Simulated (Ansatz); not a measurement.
# BSiGeH+ (doublet): the correlation ladder, cc-pVDZ

How much of the correlation energy of BSiGeH+ (doublet) does each wave-function method recover here?

Program: Ansatz 0.2.0, Gaussian basis. Level of theory: cc-pVDZ, core rule «outside noble gas», up to 20 orbitals frozen. These are calculated values, not measurements.

The runs, in order: UHF; CCSD(T) on ROHF; CCSD(T) on UHF; BCCD(T) on ROHF; CISD; CCSDT(Q) on ROHF; CCSDT(Q) on UHF; CASSCF and MRCISD+Q, 9 electrons in 9 orbitals; CASSCF and NEVPT2, 9 electrons in 9 orbitals.

21 further runs of the same task are left out: 9 that didn't finish, 12 set aside as unsound or not needed.

## Step 1: The system

The geometry is a PBE0/def2-TZVP stationary point (not a proven minimum) of the parent state, kept for this charge and spin. No spin-orbit coupling is included. The filled d shell of Ge may be among the frozen orbitals whatever the setting's name suggests; the logs give the count.

4 atoms, charge 1, spin multiplicity 2.

Atoms are counted from 1 here; the program's logs count them from 0.

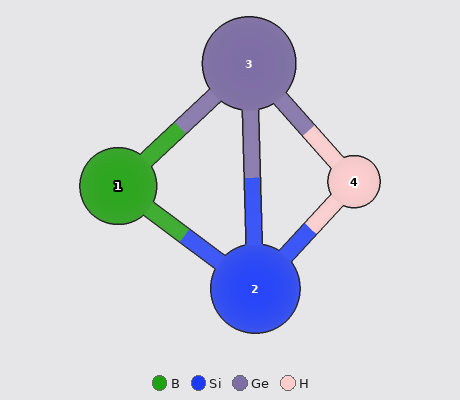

The geometry (boron green, silicon blue, germanium purple, hydrogen pink); atoms are numbered from 1 in the order of the file.

In the tables R marks a restricted open-shell determinant and U an unrestricted one; 'frontier' is the active space of 9 electrons in 9 orbitals; energies count from the table's Hartree-Fock row.

## Step 2: UHF

Input file in.yaml:

```yaml
crystal:
  periodic: [false, false, false]
  atoms:
    - {symbol: B, position_ang: [0.000000, 1.332119, 0.648825]}
    - {symbol: Si, position_ang: [0.000000, -0.240648, 1.745819]}
    - {symbol: Ge, position_ang: [0.000000, -0.087114, -0.778595]}
    - {symbol: H, position_ang: [0.000000, -1.304472, 0.506468]}
basis:
  gaussian: {orbitals: cc-pVDZ}
total_charge: 1
magnetization: {spin_polarized: true, initial_magnetization: 1}
hamiltonian: {xc: hf}
output: {orbitals: {seedname: orbitals}}
```

On the command line:

```bash
$ ansatz run in.yaml --threads 1 --pin off --events-out ev --progress --plain --max-ram 2393MiB
```

Standard output, cut to the lines that bear on the results:

```text
Functional definition: HF
  name "HF"
  cite "Fock, Z. Phys. 61, 126 (1930) doi:10.1007/BF01340294"
  parent pbe
[...]
690 factors; integrals over basis functions are off by at most 1.3e-3 eV
[...]
mean field -65010.73201700 eV, -2389.1003357680 hartree, gradient 4.8e-6 eV, S^2 2.067920; 8 other end points of the search recorded, 0 dependent functions left out
reference -65010.73201700 eV, -2389.1003357680 hartree; 26, 25 occupied and 38, 39 virtual orbitals, 690 factors
Total energy: -65010.73201700 eV, -2389.1003357680 hartree
```

Wall time 17 s (1 thread of Arm Neoverse V2, shared host).

From the report: ⟨S²⟩ of the determinant 2.068 (pure doublet: 0.75). The determinant is far from a pure spin state, so its energy mixes those of several spin states (harmless only where they are near-degenerate, as at dissociation).

## Step 3: CCSD(T) on ROHF

Edit in.yaml of step 2 so:

```diff
@@ -10,4 +10,3 @@
 total_charge: 1
-magnetization: {spin_polarized: true, initial_magnetization: 1}
-hamiltonian: {xc: hf}
-output: {orbitals: {seedname: orbitals}}
+magnetization: {spin_polarized: false, initial_magnetization: 1}
+correlation: {method: ccsd_t, electrons: outside_noble_gas}
```

The command is unchanged.

Standard output, cut to the lines that bear on the results:

```text
Functional definition: HF
  name "HF"
  cite "Fock, Z. Phys. 61, 126 (1930) doi:10.1007/BF01340294"
  parent pbe
[...]
690 factors; integrals over basis functions are off by at most 1.3e-3 eV
[...]
mean field -65009.79088774 eV, -2389.0657499054 hartree, gradient 2.5e-6 eV, S^2 0.750000; 21 other end points of the search recorded, 0 dependent functions left out
[...]
determinant -65009.79088774 eV, -2389.0657499054 hartree, with singles and doubles -65016.97420358 eV, -2389.3297318937 hartree
determinant -65009.44940377 eV, -2389.0532006010 hartree, with singles and doubles -65016.58927257 eV, -2389.3155859398 hartree
determinant -65009.42826613 eV, -2389.0524238073 hartree, with singles and doubles -65016.67767734 eV, -2389.3188347552 hartree
determinant -65009.26002055 eV, -2389.0462408960 hartree, with singles and doubles -65016.52726637 eV, -2389.3133072540 hartree
[...]
determinant -65009.79088774 eV, -2389.0657499054 hartree, with singles and doubles -65016.97630509 eV, -2389.3298091227 hartree
determinant -65009.44940377 eV, -2389.0532006010 hartree, with singles and doubles -65016.57934947 eV, -2389.3152212729 hartree
determinant -65009.42826613 eV, -2389.0524238073 hartree, with no singles and doubles
determinant -65009.26002055 eV, -2389.0462408960 hartree, with singles and doubles -65016.53220339 eV, -2389.3134886864 hartree
unrestricted determinant -65010.73201700 eV, -2389.1003357680 hartree, S^2 2.0679
20 core orbitals not correlated: weight in the atoms' cores, before any rotation towards them, 1.000 or more for the frozen orbitals, at most 0.000 for the correlated occupied ones
reference -65009.79088774 eV, -2389.0657499054 hartree; 6, 5 occupied and 38, 39 virtual orbitals, 690 factors
second order -6.24195597 eV of doubles, -0.03890342 eV of singles
cycle   1  -7.18541219 eV  change    5.2e-6 eV  update   4.0e-6
perturbative correction -0.50713243 eV, -0.0186367730 hartree
Total energy: -65017.48343235 eV, -2389.3484457059 hartree
```

It took 67 s on 1 thread of Arm Neoverse V2, shared host.

From the report: correlation -7.6925 eV; T1 0.038; largest double amplitude 0.11.

## Step 4: CCSD(T) on UHF

Edit in.yaml of step 3 so:

```diff
@@ -10,3 +10,3 @@
 total_charge: 1
-magnetization: {spin_polarized: false, initial_magnetization: 1}
+magnetization: {spin_polarized: true, initial_magnetization: 1}
 correlation: {method: ccsd_t, electrons: outside_noble_gas}
```

Launched as before.

Standard output, cut to the lines that bear on the results:

```text
Functional definition: HF
  name "HF"
  cite "Fock, Z. Phys. 61, 126 (1930) doi:10.1007/BF01340294"
  parent pbe
[...]
690 factors; integrals over basis functions are off by at most 1.3e-3 eV
[...]
mean field -65010.73201700 eV, -2389.1003357680 hartree, gradient 2.8e-6 eV, S^2 2.067920; 25 other end points of the search recorded, 0 dependent functions left out
determinant -65010.73201700 eV, -2389.1003357680 hartree, with singles and doubles -65016.87538601 eV, -2389.3261004150 hartree
determinant -65010.56331975 eV, -2389.0941362584 hartree, with singles and doubles -65016.86067113 eV, -2389.3255596531 hartree
determinant -65010.54226391 eV, -2389.0933624703 hartree, with singles and doubles -65016.66941005 eV, -2389.3185309380 hartree
determinant -65010.38248230 eV, -2389.0874906046 hartree, with singles and doubles -65016.87179441 eV, -2389.3259684260 hartree
[...]
determinant -65010.37096232 eV, -2389.0870672532 hartree, with singles and doubles -65016.94233585 eV, -2389.3285607761 hartree
determinant -65010.26591804 eV, -2389.0832069469 hartree, with singles and doubles -65016.58459314 eV, -2389.3154139740 hartree
determinant -65010.00833369 eV, -2389.0737408966 hartree, with singles and doubles -65016.61143203 eV, -2389.3164002850 hartree
determinant -65009.63439134 eV, -2389.0599987689 hartree, with no singles and doubles
20 core orbitals not correlated: weight in the atoms' cores, before any rotation towards them, 0.999 or more for the frozen orbitals, at most 0.000 for the correlated occupied ones
reference -65010.38248230 eV, -2389.0874906046 hartree; 6, 5 occupied and 38, 39 virtual orbitals, 690 factors
second order -5.36575338 eV of doubles, -0.00000000 eV of singles
cycle   1  -6.54772697 eV  change    8.3e-7 eV  update   4.2e-6
perturbative correction -0.47332517 eV, -0.0173943793 hartree
Total energy: -65017.40353444 eV, -2389.3455095117 hartree
```

It took 94 s on 1 thread of Arm Neoverse V2, shared host.

From the report: ⟨S²⟩ of the determinant 1.742 (pure doublet: 0.75); correlation -7.0211 eV; T1 0.085; largest double amplitude 0.08. The determinant is far from a pure spin state, so its energy mixes those of several spin states (harmless only where they are near-degenerate, as at dissociation).

## Step 5: BCCD(T) on ROHF

Edit in.yaml of step 4 so:

```diff
@@ -10,3 +10,3 @@
 total_charge: 1
-magnetization: {spin_polarized: true, initial_magnetization: 1}
-correlation: {method: ccsd_t, electrons: outside_noble_gas}
+magnetization: {spin_polarized: false, initial_magnetization: 1}
+correlation: {method: bccd_t, electrons: outside_noble_gas}
```

Launched as before.

Standard output, cut to the lines that bear on the results:

```text
Functional definition: HF
  name "HF"
  cite "Fock, Z. Phys. 61, 126 (1930) doi:10.1007/BF01340294"
  parent pbe
[...]
690 factors; integrals over basis functions are off by at most 1.3e-3 eV
[...]
mean field -65009.79088774 eV, -2389.0657499054 hartree, gradient 2.5e-6 eV, S^2 0.750000; 21 other end points of the search recorded, 0 dependent functions left out
[...]
determinant -65009.79088774 eV, -2389.0657499054 hartree, with singles and doubles -65016.97420358 eV, -2389.3297318937 hartree
determinant -65009.44940377 eV, -2389.0532006010 hartree, with singles and doubles -65016.58927257 eV, -2389.3155859398 hartree
determinant -65009.42826613 eV, -2389.0524238073 hartree, with singles and doubles -65016.67767734 eV, -2389.3188347552 hartree
determinant -65009.26002055 eV, -2389.0462408960 hartree, with singles and doubles -65016.52726637 eV, -2389.3133072540 hartree
[...]
determinant -65009.44940377 eV, -2389.0532006010 hartree, with singles and doubles -65016.57934947 eV, -2389.3152212729 hartree
determinant -65009.42826613 eV, -2389.0524238073 hartree, with no singles and doubles
determinant -65009.26002055 eV, -2389.0462408960 hartree, with singles and doubles -65016.53220339 eV, -2389.3134886864 hartree
unrestricted determinant -65010.73201700 eV, -2389.1003357680 hartree, S^2 2.0679
20 core orbitals not correlated: weight in the atoms' cores, before any rotation towards them, 1.000 or more for the frozen orbitals, at most 0.000 for the correlated occupied ones
reference -65009.79088774 eV, -2389.0657499054 hartree; 6, 5 occupied and 38, 39 virtual orbitals, 690 factors
second order -6.24195597 eV of doubles, -0.03890342 eV of singles
cycle   1  -7.14200887 eV  change    4.3e-2 eV  update   1.7e-2
[...]
cycle  25  -7.14856034 eV  change    5.7e-6 eV  update   7.0e-6
perturbative correction -0.54655021 eV, -0.0200853497 hartree
Total energy: -65017.48599829 eV, -2389.3485400022 hartree
```

It took 73 s on 1 thread of Arm Neoverse V2, shared host.

From the report: correlation -7.6951 eV; largest double amplitude 0.12.

## Step 6: CISD

Edit in.yaml of step 5 so:

```diff
@@ -11,2 +11,2 @@
 magnetization: {spin_polarized: false, initial_magnetization: 1}
-correlation: {method: bccd_t, electrons: outside_noble_gas}
+correlation: {active_space: {ras: {orbitals: [5, 1, 38], electrons: 11, max_holes: 2, max_particles: 2}, fixed_orbitals: true}}
```

Same command.

Standard output, cut to the lines that bear on the results:

```text
Functional definition: HF
  name "HF"
  cite "Fock, Z. Phys. 61, 126 (1930) doi:10.1007/BF01340294"
  parent pbe
[...]
690 factors; integrals over basis functions are off by at most 1.3e-3 eV
[...]
mean field -65009.79088774 eV, -2389.0657499054 hartree, gradient 2.5e-6 eV, S^2 0.750000; 15 other end points of the search recorded, 0 dependent functions left out
reference -65009.79088774 eV, -2389.0657499054 hartree; 26, 25 occupied and 38, 39 virtual orbitals, 690 factors
state -65016.13490501 eV, -2389.2988882400 hartree
Total energy: -65016.13490501 eV, -2389.2988882400 hartree
```

It took 12 s on 1 thread of Arm Neoverse V2, shared host.

From the report: 49,580 determinants.

## Step 7: CCSDT(Q) on ROHF

Edit in.yaml of step 6 so:

```diff
@@ -11,2 +11,2 @@
 magnetization: {spin_polarized: false, initial_magnetization: 1}
-correlation: {active_space: {ras: {orbitals: [5, 1, 38], electrons: 11, max_holes: 2, max_particles: 2}, fixed_orbitals: true}}
+correlation: {method: ccsdt_q, electrons: outside_noble_gas}
```

Same command.

Standard output, cut to the lines that bear on the results:

```text
Functional definition: HF
  name "HF"
  cite "Fock, Z. Phys. 61, 126 (1930) doi:10.1007/BF01340294"
  parent pbe
[...]
1277 factors; integrals over basis functions are off by at most 2.1e-7 eV
[...]
mean field -65009.79101139 eV, -2389.0657544496 hartree, gradient 2.3e-6 eV, S^2 0.750000; 20 other end points of the search recorded, 0 dependent functions left out
[...]
determinant -65009.79101139 eV, -2389.0657544496 hartree, with singles and doubles -65016.97432956 eV, -2389.3297365232 hartree
determinant -65009.44951745 eV, -2389.0532047787 hartree, with singles and doubles -65016.58939559 eV, -2389.3155904607 hartree
determinant -65009.42838255 eV, -2389.0524280854 hartree, with singles and doubles -65016.67778020 eV, -2389.3188385353 hartree
determinant -65009.26013434 eV, -2389.0462450778 hartree, with singles and doubles -65016.52739069 eV, -2389.3133118228 hartree
[...]
determinant -65009.44951745 eV, -2389.0532047787 hartree, with singles and doubles -65016.57946470 eV, -2389.3152255072 hartree
determinant -65009.42838255 eV, -2389.0524280854 hartree, with no singles and doubles
determinant -65009.26013434 eV, -2389.0462450778 hartree, with singles and doubles -65016.53232534 eV, -2389.3134931677 hartree
unrestricted determinant -65010.73214084 eV, -2389.1003403188 hartree, S^2 2.0679
20 core orbitals not correlated: weight in the atoms' cores, before any rotation towards them, 1.000 or more for the frozen orbitals, at most 0.000 for the correlated occupied ones
reference -65009.79101139 eV, -2389.0657544496 hartree; 6, 5 occupied and 38, 39 virtual orbitals, 1277 factors
second order -6.24198579 eV of doubles, -0.03890368 eV of singles
cycle   1  -6.71341929 eV  change   -4.3e-1 eV  update   1.4e-1
[...]
cycle  40  -7.74638661 eV  change    6.5e-7 eV  update   6.6e-7
perturbative correction -0.05907644 eV, -0.0021710192 hartree
Total energy: -65017.59647445 eV, -2389.3525999262 hartree
```

Run time: 2.8 min. Hardware: 1 thread of Arm Neoverse V2, shared host; peak memory 0.6 GiB.

From the report: correlation -7.8055 eV; T1 0.041; largest double amplitude 0.16.

## Step 8: CCSDT(Q) on UHF

Edit in.yaml of step 7 so:

```diff
@@ -10,3 +10,3 @@
 total_charge: 1
-magnetization: {spin_polarized: false, initial_magnetization: 1}
+magnetization: {spin_polarized: true, initial_magnetization: 1}
 correlation: {method: ccsdt_q, electrons: outside_noble_gas}
```

The command is unchanged.

Standard output, cut to the lines that bear on the results:

```text
Functional definition: HF
  name "HF"
  cite "Fock, Z. Phys. 61, 126 (1930) doi:10.1007/BF01340294"
  parent pbe
[...]
1277 factors; integrals over basis functions are off by at most 2.1e-7 eV
[...]
mean field -65010.73214084 eV, -2389.1003403188 hartree, gradient 3.4e-6 eV, S^2 2.067921; 24 other end points of the search recorded, 0 dependent functions left out
determinant -65010.73214084 eV, -2389.1003403188 hartree, with singles and doubles -65016.87551310 eV, -2389.3261050853 hartree
determinant -65010.56344293 eV, -2389.0941407851 hartree, with singles and doubles -65016.86079238 eV, -2389.3255641090 hartree
determinant -65010.54238720 eV, -2389.0933670013 hartree, with singles and doubles -65016.66953634 eV, -2389.3185355792 hartree
determinant -65010.38260235 eV, -2389.0874950164 hartree, with singles and doubles -65016.87191827 eV, -2389.3259729779 hartree
[...]
determinant -65010.37108267 eV, -2389.0870716759 hartree, with singles and doubles -65016.94246166 eV, -2389.3285653997 hartree
determinant -65010.26604104 eV, -2389.0832114671 hartree, with singles and doubles -65016.58471974 eV, -2389.3154186266 hartree
determinant -65010.00845658 eV, -2389.0737454129 hartree, with singles and doubles -65016.61155655 eV, -2389.3164048609 hartree
determinant -65009.63450552 eV, -2389.0600029650 hartree, with no singles and doubles
20 core orbitals not correlated: weight in the atoms' cores, before any rotation towards them, 0.999 or more for the frozen orbitals, at most 0.000 for the correlated occupied ones
reference -65010.38260235 eV, -2389.0874950164 hartree; 6, 5 occupied and 38, 39 virtual orbitals, 1277 factors
second order -5.36577899 eV of doubles, -0.00000000 eV of singles
cycle   1  -5.92614132 eV  change   -5.6e-1 eV  update   1.3e-1
[...]
cycle  52  -7.13888758 eV  change   -5.6e-7 eV  update   4.7e-7
perturbative correction -0.08074978 eV, -0.0029674996 hartree
Total energy: -65017.60223971 eV, -2389.3528117957 hartree
```

Run time: 3.5 min. Hardware: 1 thread of Arm Neoverse V2, shared host; peak memory 0.49 GiB.

From the report: ⟨S²⟩ of the determinant 1.742 (pure doublet: 0.75); correlation -7.2196 eV; T1 0.126; largest double amplitude 0.15. The determinant is far from a pure spin state, so its energy mixes those of several spin states (harmless only where they are near-degenerate, as at dissociation).

## Step 9: CASSCF and MRCISD+Q, 9 electrons in 9 orbitals

Edit in.yaml of step 8 so:

```diff
@@ -10,3 +10,3 @@
 total_charge: 1
-magnetization: {spin_polarized: true, initial_magnetization: 1}
-correlation: {method: ccsdt_q, electrons: outside_noble_gas}
+magnetization: {spin_polarized: false, initial_magnetization: 1}
+correlation: {method: fic_mrcisd_q, electrons: outside_noble_gas, active_space: {window: {electrons: 9, orbitals: 9}}}
```

The command is unchanged.

Standard output, cut to the lines that bear on the results:

```text
Functional definition: HF
  name "HF"
  cite "Fock, Z. Phys. 61, 126 (1930) doi:10.1007/BF01340294"
  parent pbe
[...]
690 factors; integrals over basis functions are off by at most 1.3e-3 eV
[...]
mean field -65009.79088774 eV, -2389.0657499054 hartree, gradient 2.5e-6 eV, S^2 0.750000; 15 other end points of the search recorded, 0 dependent functions left out
reference -65009.79088774 eV, -2389.0657499054 hartree; 26, 25 occupied and 38, 39 virtual orbitals, 690 factors
state -65012.51344224 eV, -2389.1658019381 hartree
contracted CI cycle   1: correlation 0.00000000 eV, 0.0000000000 hartree, residual 1.45e1 eV
contracted CI cycle   2: correlation -4.25838585 eV, -0.1564927935 hartree, residual 3.12e0 eV
contracted CI cycle   3: correlation -4.46570820 eV, -0.1641117495 hartree, residual 8.56e-1 eV
contracted CI cycle   4: correlation -4.48123816 eV, -0.1646824648 hartree, residual 2.92e-1 eV
contracted CI cycle   5: correlation -4.48316574 eV, -0.1647533023 hartree, residual 1.09e-1 eV
contracted CI cycle   6: correlation -4.48344751 eV, -0.1647636570 hartree, residual 3.79e-2 eV
contracted CI cycle   7: correlation -4.48348196 eV, -0.1647649230 hartree, residual 1.38e-2 eV
contracted CI cycle   8: correlation -4.48348677 eV, -0.1647651000 hartree, residual 5.14e-3 eV
contracted CI cycle   9: correlation -4.48348739 eV, -0.1647651226 hartree, residual 1.83e-3 eV
contracted CI cycle  10: correlation -4.48348746 eV, -0.1647651252 hartree, residual 6.06e-4 eV
state -65012.51344224 eV, -2389.1658019381 hartree; corrected -65017.50598725 eV, -2389.3492745831 hartree
Total energy: -65017.50598725 eV, -2389.3492745831 hartree
```

It took 29 s on 1 thread of Arm Neoverse V2, shared host; peak memory 0.37 GiB.

From the report: 7,920 determinants; active occupations 1.98, 1.95, 1.88, 1.85, 1.00, 0.16, 0.09, 0.06, 0.02.

## Step 10: CASSCF and NEVPT2, 9 electrons in 9 orbitals

Edit in.yaml of step 9 so:

```diff
@@ -11,2 +11,2 @@
 magnetization: {spin_polarized: false, initial_magnetization: 1}
-correlation: {method: fic_mrcisd_q, electrons: outside_noble_gas, active_space: {window: {electrons: 9, orbitals: 9}}}
+correlation: {method: sc_nevpt2, electrons: outside_noble_gas, active_space: {window: {electrons: 9, orbitals: 9}}}
```

Same command.

Standard output, cut to the lines that bear on the results:

```text
Functional definition: HF
  name "HF"
  cite "Fock, Z. Phys. 61, 126 (1930) doi:10.1007/BF01340294"
  parent pbe
[...]
690 factors; integrals over basis functions are off by at most 1.3e-3 eV
[...]
mean field -65009.79088774 eV, -2389.0657499054 hartree, gradient 2.5e-6 eV, S^2 0.750000; 15 other end points of the search recorded, 0 dependent functions left out
reference -65009.79088774 eV, -2389.0657499054 hartree; 26, 25 occupied and 38, 39 virtual orbitals, 690 factors
state -65012.51344224 eV, -2389.1658019381 hartree
state -65012.51344224 eV, -2389.1658019381 hartree; corrected -65016.29017397 eV, -2389.3045942691 hartree
Total energy: -65016.29017397 eV, -2389.3045942691 hartree
```

Wall time 27 s (1 thread of Arm Neoverse V2, shared host).

From the report: 7,920 determinants; active occupations 1.98, 1.95, 1.88, 1.85, 1.00, 0.16, 0.09, 0.06, 0.02.

## Step 11: All levels against the top one

No level here is safe as a reference; RCCSDT(Q) serves as a yardstick only. Rows without a time come out of other runs: HF, MP2 and CCSD of CCSD(T), CCSDT of CCSDT(Q), CASSCF and MRCISD of the multireference runs.

Differences are taken before rounding.

```csv
method,energy from the lowest RHF (meV),from RCCSDT(Q) (meV),time
RHF,0.0,+7805.6,
RMP2,-6280.9,+1524.7,
UMP2,-5957.3,+1848.2,
CISD,-6344.0,+1461.6,12 s
RCCSD,-7185.4,+620.2,
UCCSD,-7139.3,+666.3,
RCCSD(T),-7692.5,+113.0,67 s
UCCSD(T),-7612.6,+192.9,94 s
BCCD(T),-7695.1,+110.5,73 s
RCCSDT,-7746.5,+59.1,
UCCSDT,-7730.6,+75.0,
RCCSDT(Q),-7805.6,0,2.8 min
UCCSDT(Q),-7811.4,-5.8,3.5 min
CASSCF frontier,-2722.6,+5083.0,
NEVPT2 frontier,-6499.3,+1306.3,27 s
MRCISD frontier,-7206.0,+599.5,
MRCISD+Q frontier,-7715.1,+90.5,29 s
```

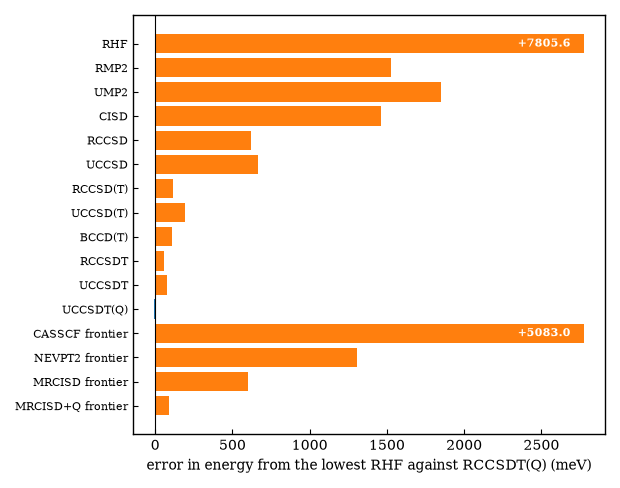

How far each level lands from RCCSDT(Q). Bars with a number in them are cut short.

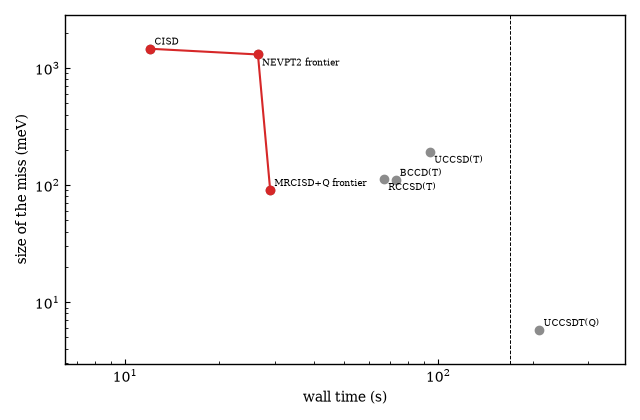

Miss against cost. Red marks the levels that no quicker level drawn beats (of those quicker than the yardstick), and the dashed line is the time of RCCSDT(Q). Times are from a shared host.

Left out of the table: UHF (another determinant or state than the rows shown).

## Step 12: Outcome

| quantity | value |
| --- | --- |
| RCCSDT(Q) below the RHF energy | -7.8056 eV |
| RMP2 from RCCSDT(Q) | +1524.7 meV |
| UMP2 from RCCSDT(Q) | +1848.2 meV |
| RCCSD from RCCSDT(Q) | +620.2 meV |
| RCCSD(T) from RCCSDT(Q) | +113.0 meV |
| UCCSD(T) from RCCSDT(Q) | +192.9 meV |
| UCCSDT(Q) from RCCSDT(Q) | -5.8 meV |
| NEVPT2 frontier from RCCSDT(Q) | +1306.3 meV |
| MRCISD+Q frontier from RCCSDT(Q) | +90.5 meV |
| T1 diagnostic | 0.038 |

**Reading.** RCCSD(T) lands +113.0 meV from the yardstick (1.4 % of the correlation energy). CCSD(T) misses by +113.0 meV on the restricted determinant and by +192.9 meV on the unrestricted one; the two need not hold the same state or core. Coupled cluster took another determinant than the lowest Hartree-Fock one. Warnings: spin contamination; coupled cluster took another determinant than the lowest.
